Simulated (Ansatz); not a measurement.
# Nudged elastic band, with input and output: CH$_{8}$GaNSi

CH$_{8}$GaNSi, computed with RKS CAM-B3LYP-D4/def2-SVP (Ansatz 0.2.0).

It belongs to a series of runs on one base structure; here: band between the two ends. Figures and captions count atoms from 1; the log counts them from 0 in places.

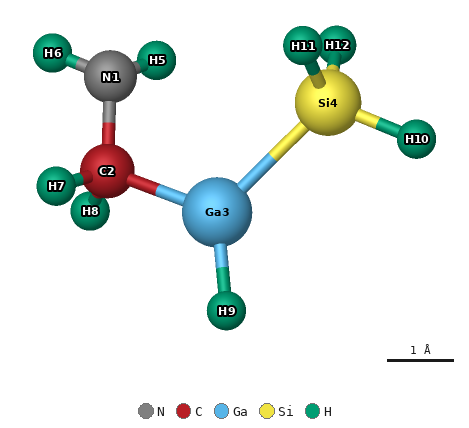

Fig. 1: The starting structure (ball-and-stick view, seen at a tilt; atoms are numbered from 1 in the order of the input). Sticks mark near contacts. Bond lengths as drawn: C–Ga 1.98 Å, C–H 1.11 Å, C–N 1.46 Å, Ga–H 1.57 Å, Ga–Si 2.41 Å, H–N 1.02 Å and H–Si 1.49 Å.

**Input**
```yaml
crystal:
  periodic: [false, false, false]
  atoms:
    - { symbol: "N", position_ang: [-0.440516, 1.547249, -0.687153] }
    - { symbol: C, position_ang: [-0.596408, 1.265924, 0.734899] }
    - { symbol: Ga, position_ang: [0.099556, -0.535525, 1.165439] }
    - { symbol: Si, position_ang: [0.903541, -1.826382, -0.707079] }
    - { symbol: H, position_ang: [-1.028576, 0.936596, -1.250467] }
    - { symbol: H, position_ang: [-0.712402, 2.501965, -0.917746] }
    - { symbol: H, position_ang: [0.047206, 1.954167, 1.312965] }
    - { symbol: H, position_ang: [-1.61639, 1.414587, 1.150021] }
    - { symbol: H, position_ang: [0.155468, -1.021314, 2.660511] }
    - { symbol: H, position_ang: [1.082831, -3.277555, -0.408482] }
    - { symbol: H, position_ang: [2.222313, -1.292122, -1.157988] }
    - { symbol: H, position_ang: [-0.039624, -1.722589, -1.860919] }
basis:
  gaussian: { orbitals: def2-SVP }
hamiltonian:
  xc: cam_b3lyp
  dispersion: d4
neb:
  order_check: false
  images: 7
  f_tol: 0.05
  max_iterations: 41
  initial_path: idpp
  final_atoms:
    - { symbol: "N", position_ang: [-0.55493691, 1.50568592, -0.70511579] }
    - { symbol: C, position_ang: [-0.6083548, 1.26102509, 0.7310617] }
    - { symbol: Ga, position_ang: [0.03463353, -0.56204877, 1.15213219] }
    - { symbol: Si, position_ang: [0.77547395, -1.8819305, -0.72433345] }
    - { symbol: H, position_ang: [0.40603065, 1.52864142, -1.03974264] }
    - { symbol: H, position_ang: [-0.96776129, 2.40389088, -0.95328083] }
    - { symbol: H, position_ang: [-0.11708957, 2.02462966, 1.37088248] }
    - { symbol: H, position_ang: [-1.6648793, 1.25566007, 1.0579599] }
    - { symbol: H, position_ang: [-0.0160527, -1.09056441, 2.63295306] }
    - { symbol: H, position_ang: [1.55501949, -3.09519846, -0.33854363] }
    - { symbol: H, position_ang: [1.63917386, -1.06705696, -1.63180476] }
    - { symbol: H, position_ang: [-0.40425791, -2.33773295, -1.51816723] }
```

Run on 2 threads of Arm Neoverse V1, 24 GiB of memory available, shared host.

Launched with:
```bash
ansatz run input.yaml --threads 2 --pin off --max-ram 3072MiB --backend cpu --events-out ev --progress --plain --runs-dir out
```

**The program's output**
```
Engine: ansatz 0.2.0, aarch64-unknown-linux-gnu
Functional definition: CAM-B3LYP
  parameter alpha = 0.19
  parameter beta = 0.46
  parameter omega = 0.33/bohr
  parameter ac = 0.81
  exchange = (1 - alpha - beta)*b88_x + beta*b88_x_sr(omega) + alpha*exact_x + beta*exact_x_lr(omega)
  correlation = (1 - ac)*vwn5_c + ac*lyp_c
1276 factors; integrals over basis functions are off by at most 3.4e-4 eV
427 factors; integrals over basis functions are off by at most 7.5e-7 eV
mean field evaluation 1: about -62897.7226 eV, gradient 5.0e1 eV
mean field evaluation 2: about -62896.7852 eV, gradient 5.5e1 eV
mean field evaluation 4: about -62902.8992 eV, gradient 1.1e0 eV
mean field evaluation 8: about -62902.9136 eV, gradient 1.8e-2 eV
mean field -62902.91359889 eV, -2311.6394376331 hartree, gradient 8.5e-5 eV, S^2 0.000000; 0 other end points of the search recorded, 0 dependent functions left out
the calculation of the forces begins
reference -62902.91373969 eV, -2311.6394428075 hartree; 33, 33 occupied and 85, 85 virtual orbitals, 1276 factors
1276 factors; integrals over basis functions are off by at most 7.6e-4 eV
427 factors; integrals over basis functions are off by at most 7.2e-7 eV
mean field evaluation 16: about -62897.7231 eV, gradient 5.0e1 eV
mean field -62902.91384885 eV, -2311.6394468187 hartree, gradient 7.7e-5 eV, S^2 0.000000; 0 other end points of the search recorded, 0 dependent functions left out
[... from here on the field's lines of each further geometry are left out, up to the last ...]
NEB iter   1: max|band force component| = 1.024e0 eV/Å  barrier→ = 0.2756 eV  barrier← = 0.2757 eV  Δτ_max = 0.0748 Å  (237 SCF iters)
NEB iter   2: max|band force component| = 3.372e-1 eV/Å  barrier→ = 0.2057 eV  barrier← = 0.2057 eV  CI = image 4  Δτ_max = 0.0700 Å  (200 SCF iters)
NEB iter   3: max|band force component| = 2.330e-1 eV/Å  barrier→ = 0.1928 eV  barrier← = 0.1928 eV  CI = image 4  Δτ_max = 0.0441 Å  (200 SCF iters)
NEB iter   4: max|band force component| = 1.526e-1 eV/Å  barrier→ = 0.1907 eV  barrier← = 0.1907 eV  CI = image 4  Δτ_max = 0.0285 Å  (197 SCF iters)
NEB iter   5: max|band force component| = 5.456e-2 eV/Å  barrier→ = 0.1892 eV  barrier← = 0.1892 eV  CI = image 4  Δτ_max = 0.0097 Å  (199 SCF iters)
the calculation of the forces begins
reference -62902.91175180 eV, -2311.6393697537 hartree; 33, 33 occupied and 85, 85 virtual orbitals, 1276 factors
1276 factors; integrals over basis functions are off by at most 4.0e-4 eV
427 factors; integrals over basis functions are off by at most 7.0e-7 eV
mean field -62902.72816644 eV, -2311.6326231162 hartree, gradient 1.9e-5 eV, S^2 0.000000; 1 other end points of the search recorded, 0 dependent functions left out
the calculation of the forces begins
reference -62902.72830637 eV, -2311.6326282583 hartree; 33, 33 occupied and 85, 85 virtual orbitals, 1276 factors
NEB iter   6: max|band force component| = 1.718e-2 eV/Å  barrier→ = 0.1890 eV  barrier← = 0.1891 eV  CI = image 4  Δτ_max = 0.0000 Å  (366 SCF iters)
```

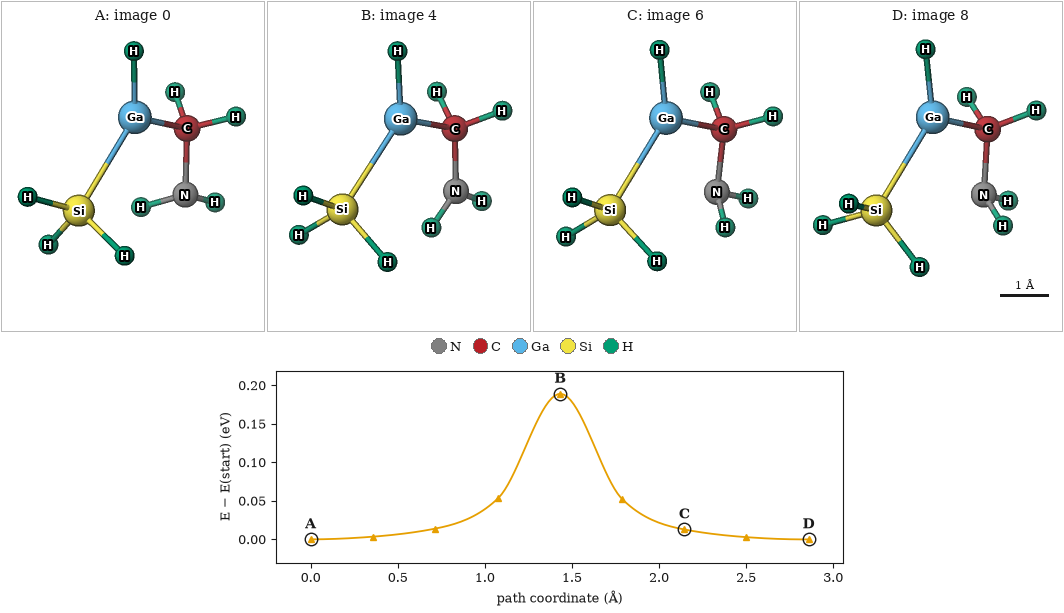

Fig. 2: Images of the last band (counted from 0; ball-and-stick, seen at a tilt) above the energy along the path; the line is a cubic interpolation that uses the forces. The highest image is number 4, 0.189 eV above the start and 0.189 eV above the end (the climbing image); start and end have the same energy. The path is 2.86 Å long. The band converged in 6 iterations.

```
Total energy: -62902.94461325 eV, -2311.6405773897 hartree
Atom 0 at    -0.287112     1.772630    -0.583822 Å, force    -0.000562     0.006976    -0.002678 eV/Å
Atom 1 at    -0.394715     1.359901     0.778903 Å, force     0.002236    -0.008503    -0.001630 eV/Å
Atom 2 at    -0.024871    -0.549950     1.102478 Å, force    -0.001836     0.010725    -0.005682 eV/Å
Atom 3 at     0.534105    -1.990089    -0.756773 Å, force     0.001038    -0.003357    -0.002277 eV/Å
Atom 4 at    -0.034800     1.135642    -1.320998 Å, force    -0.000034    -0.000836     0.003606 eV/Å
Atom 5 at    -0.465544     2.727087    -0.855332 Å, force    -0.001330     0.000722     0.003113 eV/Å
Atom 6 at     0.292942     1.903315     1.465152 Å, force    -0.000090    -0.001106     0.000604 eV/Å
Atom 7 at    -1.404854     1.527156     1.216129 Å, force     0.000767    -0.000558     0.000398 eV/Å
Atom 8 at    -0.111526    -1.073506     2.581133 Å, force     0.000130    -0.003004     0.000978 eV/Å
Atom 9 at     0.784251    -3.409439    -0.377166 Å, force    -0.000642     0.000312     0.006820 eV/Å
Atom 10 at     1.757066    -1.481798    -1.449514 Å, force    -0.000448    -0.000556    -0.001876 eV/Å
Atom 11 at    -0.567942    -1.975948    -1.766189 Å, force     0.000771    -0.000816    -0.001378 eV/Å
Dipole moment:    -0.035576     0.170768    -0.015548 e Å
this run last wrote the band of iteration 6 to [file]
```

**The last band as extended XYZ (Å, eV, eV/Å)**
```
12
Properties=species:S:1:pos:R:3:forces:R:3 image=0 energy=-62903.13352
N    -0.4405    1.5472   -0.6872   -0.0078   0.0024   0.0012
C    -0.5964    1.2659    0.7349   -0.0045  -0.0065   0.0004
Ga    0.0996   -0.5355    1.1654    0.0066  -0.0020  -0.0029
Si    0.9035   -1.8264   -0.7071    0.0014  -0.0016   0.0055
H    -1.0286    0.9366   -1.2505   -0.0015  -0.0017  -0.0013
H    -0.7124    2.5020   -0.9177    0.0030   0.0021  -0.0009
H     0.0472    1.9542    1.3130    0.0049   0.0040   0.0036
H    -1.6164    1.4146    1.1500    0.0009   0.0031  -0.0044
H     0.1555   -1.0213    2.6605   -0.0019  -0.0027   0.0005
H     1.0828   -3.2776   -0.4085   -0.0006   0.0049  -0.0007
H     2.2223   -1.2921   -1.1580   -0.0004  -0.0016  -0.0005
H    -0.0396   -1.7226   -1.8609   -0.0001  -0.0004  -0.0005
12
Properties=species:S:1:pos:R:3:forces:R:3 image=1 energy=-62903.13001
N    -0.2976    1.6275   -0.6544   -0.0060  -0.0063   0.0077
C    -0.5526    1.2892    0.7407    0.0007  -0.0006  -0.0022
Ga    0.0769   -0.5416    1.1496   -0.0037   0.0020   0.0025
Si    0.8100   -1.8849   -0.7158   -0.0005  -0.0007  -0.0041
H    -0.8455    1.0415   -1.2809   -0.0095   0.0014  -0.0022
H    -0.5547    2.5913   -0.8635    0.0035  -0.0021  -0.0044
H     0.0505    1.9484    1.3915    0.0031  -0.0025  -0.0051
H    -1.5996    1.4285    1.0879    0.0037   0.0031   0.0018
H     0.0908   -1.0426    2.6409    0.0030  -0.0021   0.0015
H     1.0334   -3.3197   -0.3740   -0.0039  -0.0004   0.0007
H     2.0812   -1.3503   -1.2850    0.0039   0.0018   0.0064
H    -0.2156   -1.8424   -1.8030    0.0058   0.0063  -0.0026
12
Properties=species:S:1:pos:R:3:forces:R:3 image=2 energy=-62903.11948
N    -0.1635    1.7224   -0.6123   -0.0123  -0.0140   0.0104
C    -0.4900    1.3208    0.7495    0.0035   0.0022  -0.0159
Ga    0.0560   -0.5421    1.1252   -0.0010   0.0045   0.0074
Si    0.7104   -1.9413   -0.7301    0.0067  -0.0030  -0.0089
H    -0.6002    1.1077   -1.2959   -0.0361   0.0058   0.0009
H    -0.4962    2.6632   -0.8194    0.0314   0.0019   0.0036
H     0.0776    1.9444    1.4643   -0.0069  -0.0043  -0.0061
H    -1.5550    1.4465    1.0470   -0.0013   0.0032  -0.0059
H     0.0096   -1.0583    2.6100    0.0094  -0.0057   0.0042
H     0.9741   -3.3595   -0.3519   -0.0046   0.0003   0.0035
H     1.9340   -1.4092   -1.3977    0.0038  -0.0006   0.0063
H    -0.3798   -1.9495   -1.7547    0.0073   0.0096   0.0005
12
Properties=species:S:1:pos:R:3:forces:R:3 image=3 energy=-62903.08038
N    -0.1084    1.7993   -0.5785    0.1838   0.0212   0.0265
C    -0.4168    1.3517    0.7656    0.0202   0.0110  -0.0165
Ga    0.0152   -0.5443    1.1065    0.0212   0.0085   0.0050
Si    0.6093   -1.9742   -0.7474    0.0128  -0.0053  -0.0091
H    -0.2945    1.1135   -1.3026   -0.1822  -0.0086   0.0134
H    -0.5603    2.6729   -0.8361   -0.0139  -0.0264   0.0242
H     0.1828    1.9228    1.5003   -0.0399   0.0003   0.0300
H    -1.4708    1.4921    1.0988   -0.0102   0.0037  -0.0827
H    -0.0843   -1.0681    2.5848    0.0048  -0.0059   0.0008
H     0.8843   -3.3871   -0.3604   -0.0045  -0.0004   0.0057
H     1.8182   -1.4431   -1.4438    0.0042  -0.0068  -0.0042
H    -0.4979   -1.9905   -1.7532    0.0039   0.0088   0.0070
12
Properties=species:S:1:pos:R:3:forces:R:3 image=4 energy=-62902.94447
N    -0.2871    1.7726   -0.5838   -0.0006   0.0070  -0.0027
C    -0.3947    1.3599    0.7789    0.0022  -0.0085  -0.0016
Ga   -0.0249   -0.5500    1.1025   -0.0018   0.0107  -0.0057
Si    0.5341   -1.9901   -0.7568    0.0010  -0.0034  -0.0023
H    -0.0348    1.1356   -1.3210    0.0000  -0.0008   0.0036
H    -0.4655    2.7271   -0.8553   -0.0013   0.0007   0.0031
H     0.2929    1.9033    1.4652   -0.0001  -0.0011   0.0006
H    -1.4049    1.5272    1.2161    0.0008  -0.0006   0.0004
H    -0.1115   -1.0735    2.5811    0.0001  -0.0030   0.0010
H     0.7843   -3.4094   -0.3772   -0.0006   0.0003   0.0068
H     1.7571   -1.4818   -1.4495   -0.0004  -0.0006  -0.0019
H    -0.5679   -1.9759   -1.7662    0.0008  -0.0008  -0.0014
12
Properties=species:S:1:pos:R:3:forces:R:3 image=5 energy=-62903.08141
N    -0.4545    1.7197   -0.6303   -0.1819  -0.0621  -0.0285
C    -0.3686    1.3616    0.7719   -0.0186   0.0027  -0.0221
Ga   -0.0628   -0.5617    1.0959   -0.0235  -0.0016  -0.0013
Si    0.4597   -2.0061   -0.7680   -0.0067  -0.0091  -0.0120
H     0.1914    1.2206   -1.2326    0.1609   0.0695   0.0653
H    -0.3617    2.7163   -0.8091    0.0200  -0.0196   0.0301
H     0.3967    1.9053    1.3717    0.0309   0.0126  -0.0796
H    -1.3271    1.5882    1.2776    0.0269   0.0156   0.0410
H    -0.1385   -1.0800    2.5777   -0.0025  -0.0074   0.0001
H     0.6830   -3.4301   -0.3884    0.0034   0.0013   0.0064
H     1.6983   -1.5240   -1.4544   -0.0089   0.0063   0.0051
H    -0.6386   -1.9648   -1.7781   -0.0001  -0.0081  -0.0045
12
Properties=species:S:1:pos:R:3:forces:R:3 image=6 energy=-62903.12068
N    -0.3663    1.6724   -0.6451    0.0141  -0.0092   0.0140
C    -0.2884    1.3633    0.7765    0.0001   0.0017  -0.0141
Ga   -0.1052   -0.5781    1.1042   -0.0028   0.0043   0.0062
Si    0.3532   -2.0168   -0.7791   -0.0024  -0.0036  -0.0097
H     0.4559    1.3383   -1.1433    0.0269   0.0200   0.0093
H    -0.4141    2.6767   -0.8120   -0.0274  -0.0116  -0.0051
H     0.5041    1.8999    1.3442    0.0013   0.0029  -0.0060
H    -1.2340    1.6547    1.2695    0.0090  -0.0003  -0.0039
H    -0.2318   -1.1110    2.5784   -0.0073  -0.0090   0.0022
H     0.5916   -3.4409   -0.4062    0.0034   0.0019   0.0042
H     1.5781   -1.5316   -1.4879   -0.0103   0.0057  -0.0022
H    -0.7660   -1.9818   -1.7651   -0.0046  -0.0028   0.0050
12
Properties=species:S:1:pos:R:3:forces:R:3 image=7 energy=-62903.13064
N    -0.1997    1.6416   -0.6449    0.0054  -0.0037   0.0083
C    -0.2192    1.3602    0.7855    0.0008  -0.0004  -0.0011
Ga   -0.1303   -0.5875    1.1231    0.0013   0.0028   0.0030
Si    0.2398   -2.0050   -0.7938    0.0017   0.0002  -0.0035
H     0.6893    1.3717   -1.0608    0.0072   0.0047   0.0001
H    -0.3176    2.6355   -0.8371   -0.0007  -0.0029  -0.0046
H     0.5390    1.8990    1.3944   -0.0047   0.0008   0.0001
H    -1.1926    1.6740    1.2050   -0.0003  -0.0029  -0.0052
H    -0.3168   -1.1314    2.5875   -0.0023  -0.0029   0.0009
H     0.5299   -3.4263   -0.4459    0.0034   0.0011   0.0017
H     1.4032   -1.4951   -1.5824   -0.0067   0.0036  -0.0044
H    -0.9480   -1.9917   -1.6964   -0.0051  -0.0003   0.0047
12
Properties=species:S:1:pos:R:3:forces:R:3 image=8 energy=-62903.13356
N    -0.0467    1.6401   -0.6212    0.0013   0.0063  -0.0029
C    -0.2648    1.3436    0.7895   -0.0041   0.0001  -0.0045
Ga   -0.2046   -0.6079    1.1091   -0.0075  -0.0026   0.0075
Si    0.2485   -1.9820   -0.8192    0.0070  -0.0052  -0.0155
H     0.9003    1.3996   -0.9064    0.0018  -0.0027  -0.0018
H    -0.1654    2.6319   -0.8239   -0.0025  -0.0037  -0.0001
H     0.3816    1.8943    1.5055    0.0036   0.0000   0.0063
H    -1.2975    1.6292    1.0636    0.0006   0.0012   0.0000
H    -0.5049   -1.1786    2.5440    0.0021   0.0009   0.0033
H     0.6174   -3.3893   -0.4842   -0.0028   0.0121  -0.0026
H     1.3695   -1.4067   -1.6229   -0.0092  -0.0074   0.0043
H    -0.9564   -2.0293   -1.6999    0.0097   0.0010   0.0060
```

**Summary**

- outcome: converged
- barrier, forward: 0.189 eV
- barrier, backward: 0.189 eV
- wall time: 3.5 min (CPU time 6.8 min)
- peak memory: 0.36 GiB

**Remarks**

The order of the saddle point was not checked.
